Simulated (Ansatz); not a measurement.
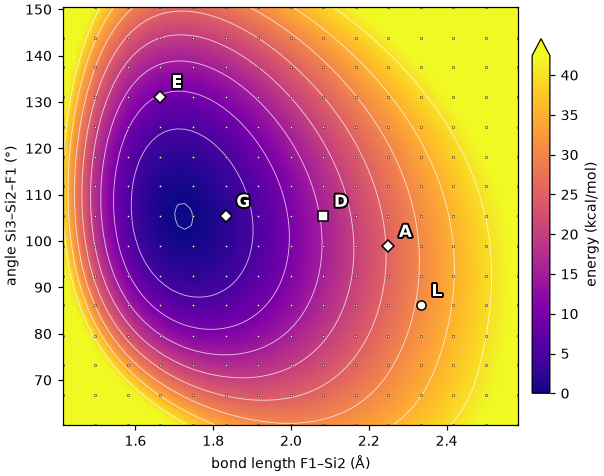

F2HSi2, SMILES F[Si-]=[SiH]F, charge −1. 
- Coordinates scanned: (1) bond length F1–Si2; (2) angle Si3–Si2–F1.
- Nothing is relaxed (all other coordinates rigid).
- Grid: 15 × 15 points.
- Points are written as (first, second).
- All energies are given in kcal/mol relative to the lowest grid point.
- The reference is spin-restricted, which grows unreliable where a bond is stretched far.
- Level of theory: RKS CAM-B3LYP-D4/def2-SVPD in Ansatz.

Drawn: a smooth colour map with a few white contour lines, dots at the grid points, one colour for all values above the top of the scale, lettered points. Between grid points the surface is interpolated.

Is L the lowest point of the computed grid?

Answer. No. L lies 30.8 kcal/mol above the lowest grid point, which is at (1.748 Å, 105.4°).

What kind of point is each of A, D, E, G, L: minimum, saddle, maximum or slope?

Answer. A: on a slope; D: on a slope; E: on a slope; G: on a slope; L: on a slope. (In these two coordinates alone; a stationary point may lie a little off the grid point.)
